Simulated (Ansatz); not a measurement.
AlBrHO (SMILES [OH][Al][Br]) (doublet)

Input file:

```
crystal:
  periodic: [false, false, false]
  atoms:
    - {symbol: O, position_ang: [-0.417900, 0.558200, -0.729100]}
    - {symbol: Al, position_ang: [-0.100700, -0.215000, 0.745000]}
    - {symbol: Br, position_ang: [1.740900, -1.539700, 0.836000]}
    - {symbol: H, position_ang: [-1.166700, 1.136400, -0.872200]}
basis:
  gaussian: {orbitals: def2-mTZVPP}
magnetization: {spin_polarized: true, initial_magnetization: 1}
hamiltonian: {xc: {name: LC-wPBE}, dispersion: {method: d3bjatm, functional: pbe}, pseudopotentials: {relativity: scalar}}
output: {forces: true, orbitals: {seedname: orbitals}}
```

Run with:

```sh
ansatz run molecule.yaml --threads 1 --pin off --max-ram 2610MiB --events-out events.jsonl --progress --plain --runs-dir runs
```

Geometry: PBE0-D4/def2-TZVP.

These are results of isolated molecule in a Gaussian basis; Kohn-Sham density functional theory, functional LC-wPBE in Ansatz, not measurements.

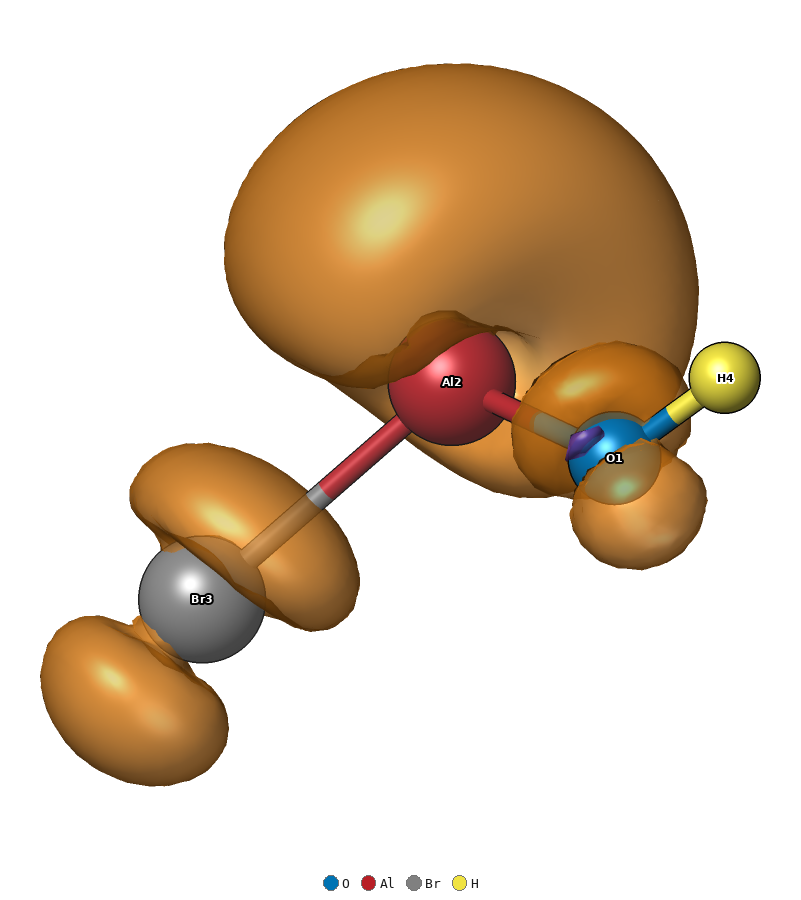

Figure 1. Isosurfaces of the spin density at +0.015 (orange) and −0.015 e/Å³ (purple), seen at an oblique angle.

> Where is the unpaired spin?

The unpaired spin (1 electron) lies mostly on Al2 (about 0.8) and Br3 (about 0.1), in electrons by Hirshfeld's partition.

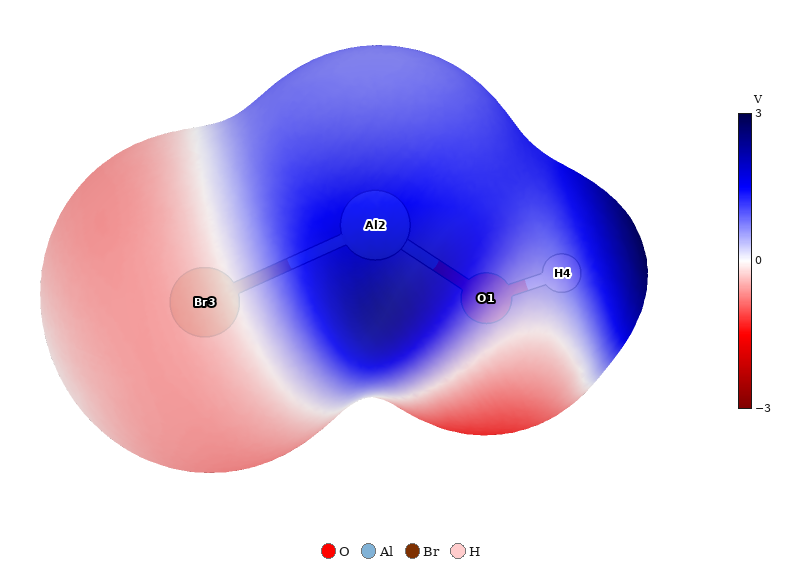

Figure 2. The electrostatic potential painted on the density surface at 0.002 e/bohr³, seen at a tilt; red is negative and blue positive.

> Where is the surface potential most negative and most positive?

The most negative region (about −1.3 V) lies over O1, the most positive (about +2.7 V) over H4. O1 is the likeliest acceptor of a hydrogen bond.

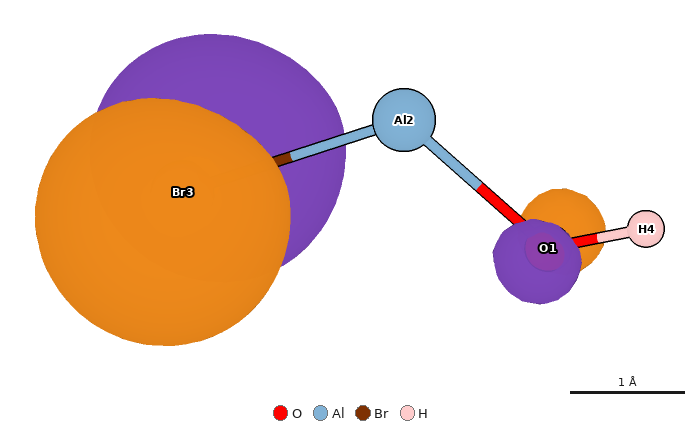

Figure 3. The HOMO−1 (α) at ±0.15 Å⁻³ᐟ² (orange and purple are the two phases), seen at a tilt.

> Describe this orbital and give its energy.

It lies mainly on Br3 (about 90 %); it changes sign across the molecular plane (π type). Its energy is −11.29 eV.

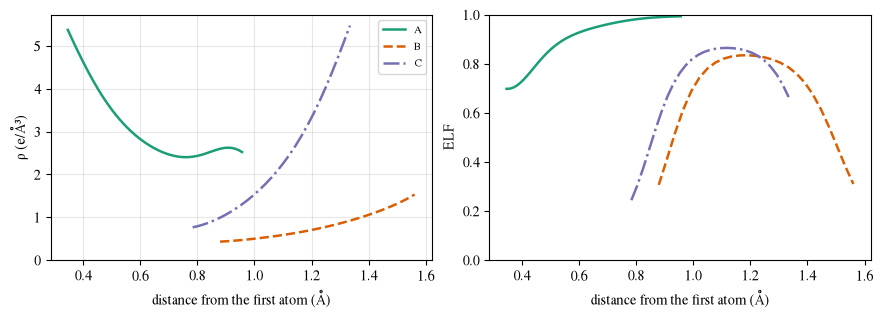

Figure 4. Electron density and electron localisation function along straight lines between neighbouring atoms. The curves leave out the atomic cores.

> Which curve belongs to which contact (Al–Br, Al–O and O–H)? The first atom named is at distance zero.

Curve A: O–H (0.96 Å): ρ is about 3.7 e/Å³ halfway; the ELF climbs to about 1 towards the hydrogen, as it does in any bond to H (a covalent bond by its length). Curve B: Al–Br (2.27 Å): the density is about 0.62 e/Å³ at the midpoint; the ELF peaks at about 0.85 in the valence shell of Br, 1.1 Å from its nucleus, and is about 0.85 at the midpoint. Curve C: Al–O (1.69 Å): ρ at the midpoint is about 0.89 e/Å³; the ELF peaks at about 0.85 in the valence shell of O, 0.6 Å from its nucleus, and is about 0.45 at the midpoint.
